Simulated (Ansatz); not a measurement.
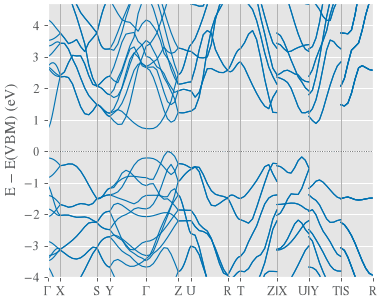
Band structure from DFT-PBE+D3(BJ) in the program Ansatz with PAW potentials

**Question.** Read off the gap and where the band edges lie.

**Answer.** About 0.7 eV (0.71 eV by a search for the band edges); maximum on the Γ–Z line, 69 % of the way from Γ, minimum on the Γ–Z line, 14 % of the way from Γ.

**Question.** Pick the material that matches.
A. GeS, Pnma (Ge on 4c, S on 4c)
B. GeSe, Pnma (Ge on 4c, Se on 4c)
C. C8H4FeN6Ni, Pmmm (Pearson symbol oP20)

**Answer.** B, GeSe, Pnma (Ge on 4c, Se on 4c)

Symmetry was held in the PBE+D3(BJ) relaxation. Spin–orbit coupling is left out wherever it is not named.

Potentials: the later of the program's two PAW sets.
